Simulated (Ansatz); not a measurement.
# C9H27NSi3 (SMILES C[Si](C)(C)N([Si](C)(C)C)[Si](C)(C)C): what the fields show

```xyz
40

C    -2.3932   -1.3752    0.7378
Si   -1.6891    0.3140    0.3209
C    -2.6442    0.9244   -1.1757
C    -2.1040    1.5551    1.6651
N     0.0367    0.1994    0.0313
Si    0.6312    0.1969   -1.6185
C     0.2259    1.7893   -2.5237
C     2.5017    0.0756   -1.7230
C    -0.0434   -1.2856   -2.5512
Si    1.0875   -0.3518    1.3226
C     2.6183    0.7180    1.5005
C     1.5609   -2.1480    1.0544
C     0.2751   -0.2705    3.0132
H    -2.2770   -2.0490   -0.1160
H    -3.4613   -1.3031    0.9629
H    -1.9043   -1.8436    1.5940
H    -2.4792    0.3578   -2.0925
H    -3.7054    0.8310   -0.9224
H    -2.4508    1.9789   -1.3809
H    -1.9345    1.1894    2.6769
H    -3.1619    1.8219    1.5820
H    -1.5218    2.4710    1.5317
H     0.4240    2.6534   -1.8836
H     0.8777    1.8709   -3.3988
H    -0.8039    1.8539   -2.8722
H     2.9414   -0.7683   -1.1908
H     2.9894    0.9911   -1.3832
H     2.7433   -0.0477   -2.7839
H    -1.1341   -1.3298   -2.5527
H     0.2903   -1.2708   -3.5929
H     0.3225   -2.2107   -2.0966
H     3.0554    0.5436    2.4884
H     2.3530    1.7770    1.4400
H     3.3900    0.5184    0.7584
H     0.6691   -2.7797    1.1001
H     2.2498   -2.4863    1.8340
H     2.0391   -2.3251    0.0892
H     0.1411    0.7584    3.3522
H     0.9662   -0.7558    3.7102
H    -0.6813   -0.7880    3.0928
```

Geometry: PBE0-D4/def2-TZVP.

These are results of Ansatz, RKS PBE0-D4/def2-TZVPP, not measurements.

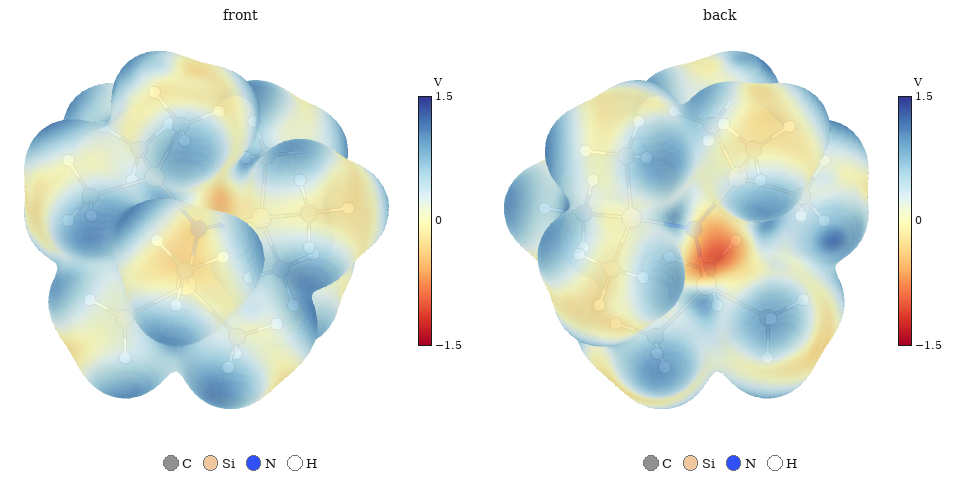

Figure 1. The electrostatic potential painted on the density surface at 0.004 e/bohr³, seen from the front and from behind; the colour scale runs from red (negative) to blue (positive).

### Describe the electrostatic potential map.

The most negative region (about −0.8 V) lies over N5, the most positive (about +1.1 V) over the H atoms.

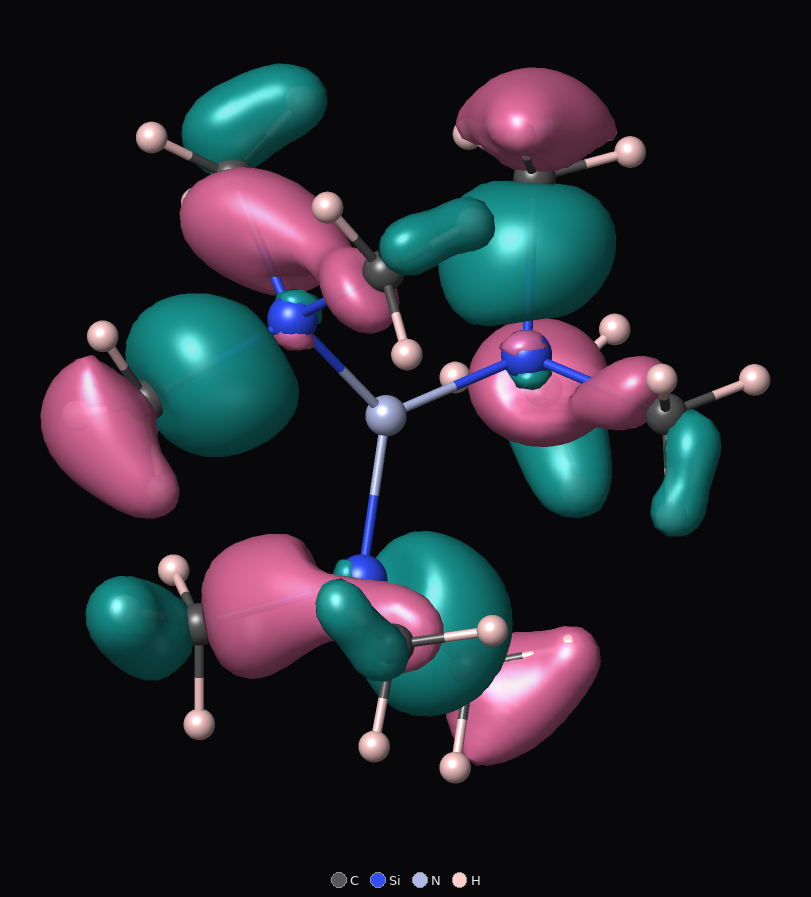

Figure 2. The HOMO−1 at ±0.1 Å⁻³ᐟ² (teal and pink are the two phases), seen at a tilt.

### Where does this orbital lie, and at what energy?

Its weight (Hirshfeld) is mainly on C3 (about 10 %), C8 (about 10 %), C13 (about 10 %), Si6 (about 10 %), Si10 (about 10 %) and Si2 (about 10 %). Its energy is −8.16 eV.

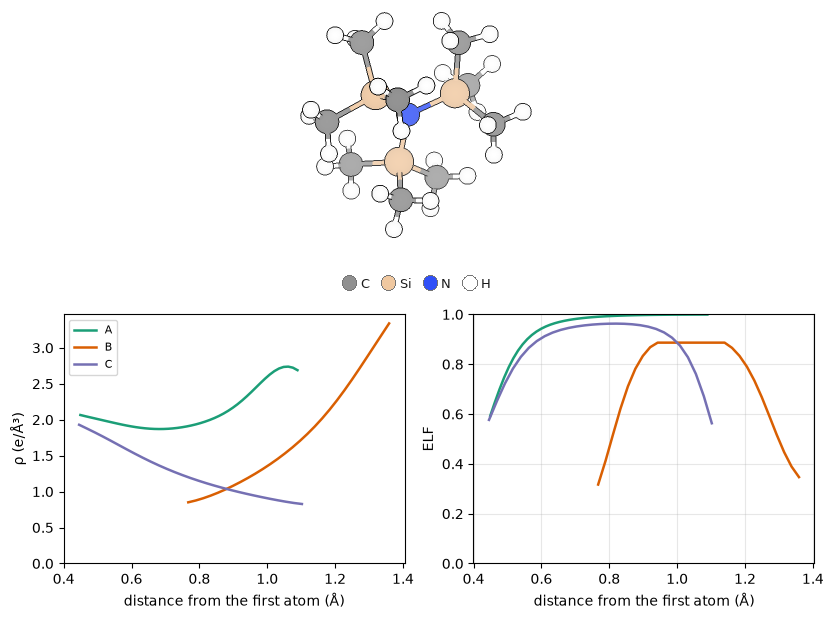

Figure 3. Total electron density and ELF along straight lines between neighbouring atoms. The curves leave out the atomic cores. The structure is drawn too.

### Which curve belongs to which contact (C–H, C–Si and Si–N)? The first atom named is at distance zero.

Curve A: C–H (1.09 Å): ρ is about 2 e/Å³ halfway; the ELF climbs to about 1 towards the hydrogen, as it does in any bond to H: a covalent bond by its length. Curve B: Si–N (1.75 Å): ρ is about 1 e/Å³ halfway; the ELF peaks at about 0.90 between the atoms: a polar covalent bond. Curve C: C–Si (1.88 Å): the density is about 0.97 e/Å³ at the midpoint; the ELF peaks at about 0.95 between the atoms: a covalent bond.
